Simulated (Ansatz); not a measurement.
**Fields on a plane of ScAl3 (Cu3Au type)**

```
CELL_PARAMETERS angstrom
      4.07175     0.00000     0.00000
      0.00000     4.07175     0.00000
      0.00000     0.00000     4.07175
ATOMIC_POSITIONS crystal
  Al 0.00000 0.50000 0.50000
  Al 0.50000 0.50000 0.00000
  Al 0.50000 0.00000 0.50000
  Sc 0.00000 0.00000 0.00000
```

The slice is a {100} plane (indices of the conventional cell) through the point (0.000, 0.500, 0.500) (fractional), spanned by u = [100] and v = [010] in vectors of this cell: u (4.07 Å) and v (4.07 Å, at 90° to u). It covers one period; positions are fractions (u, v).

Atoms on it: Al at (0.00, 0.00); Al at (0.50, 0.50).

The numbers are results of PBEsol (plane waves to 420 eV, PAW, scalar-relativistic; Ansatz, a first-principles code), not measurements. k mesh 12×12×12. Near the nuclei the fields are pseudised (PAW); where an atom keeps semicore shells as valence, they peak there. ScAl3 is run without spin polarisation. ScAl3 was relaxed with its symmetry unable to fall.

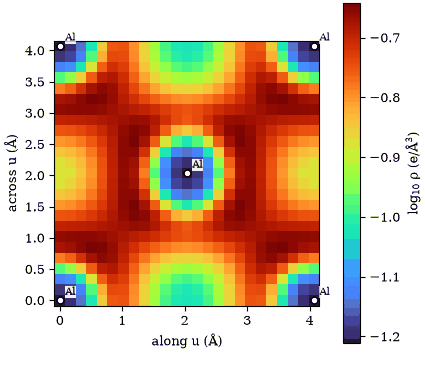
Log₁₀ of the valence density in e/Å³, one period of the plane, atoms marked. The scale is logarithmic, as a density can span decades between atoms and voids.

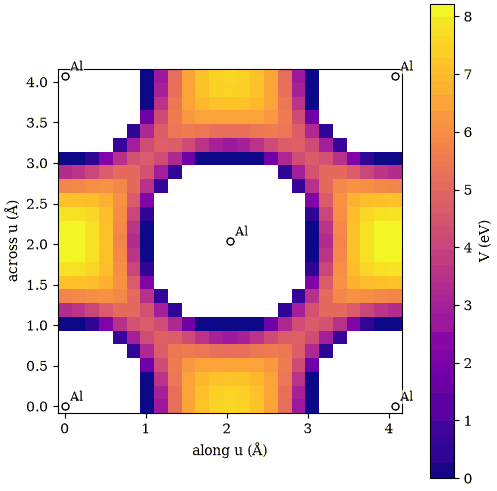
Fig. 1. Electrostatic potential energy of an electron, from the cell's mean, in eV, one period of the plane, atoms marked. Points within 1 Å of a nucleus are left white, as the pseudised field means little there. Values under 0 eV are set to 0. The zero, the cell's mean, hangs on the PAW cores.

The density on the Al–Al line (2.88 Å) at its midpoint comes out as 0.21 e/Å³ and the ELF at that point is 0.69. ELF maximum in the middle third of the Al–Al line: 0.70, 1.2 Å from Al.
